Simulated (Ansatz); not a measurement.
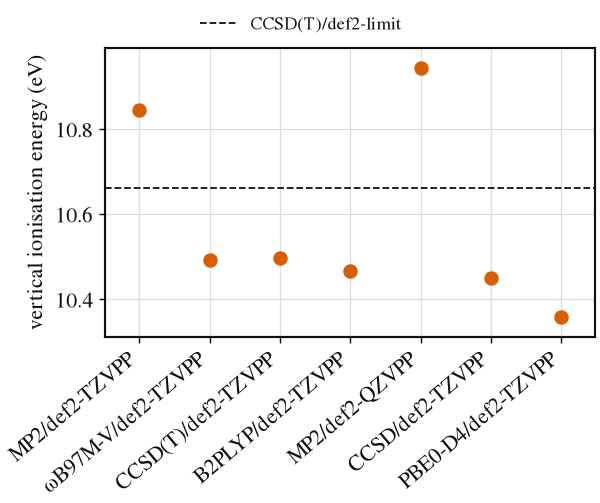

Vertical ionisation energy of C₂H₄FN, SMILES N(=C/CF)/[H], taken as the energy of the cation less that of the neutral at fixed geometry (unrestricted doublet cation, cores frozen in correlated methods, no spin-orbit coupling), the Ansatz code, at a PBE0-D4/def2-TZVP geometry (a minimum by its frequencies). Limit means an estimate of the basis limit from triple and quadruple zeta; for coupled cluster it is either extrapolated directly or built as the MP2 limit plus the step from MP2 in triple zeta. B2PLYP/def2-TZVPP holds a correlation term that converges slowly with the basis, so part of the distance to the limit is basis error. The distance of MP2/def2-TZVPP, CCSD(T)/def2-TZVPP, MP2/def2-QZVPP and CCSD/def2-TZVPP to the limit includes basis error.

Q: What range do the values span, the line included?

A: From 10.36 eV (PBE0-D4/def2-TZVPP) to 10.94 eV (MP2/def2-QZVPP).

Q: Give the values.

A:
```
             level     eV  less CCSD(T)/def2-limit
    MP2/def2-TZVPP  10.85                     0.18
ωB97M-V/def2-TZVPP  10.49                    −0.17
CCSD(T)/def2-TZVPP  10.50                    −0.17
 B2PLYP/def2-TZVPP  10.47                    −0.20
    MP2/def2-QZVPP  10.94                     0.28
   CCSD/def2-TZVPP  10.45                    −0.21
PBE0-D4/def2-TZVPP  10.36                    −0.30
CCSD(T)/def2-limit  10.66                     0.00
```

Limits of at least one run: one conformer of a flexible molecule.
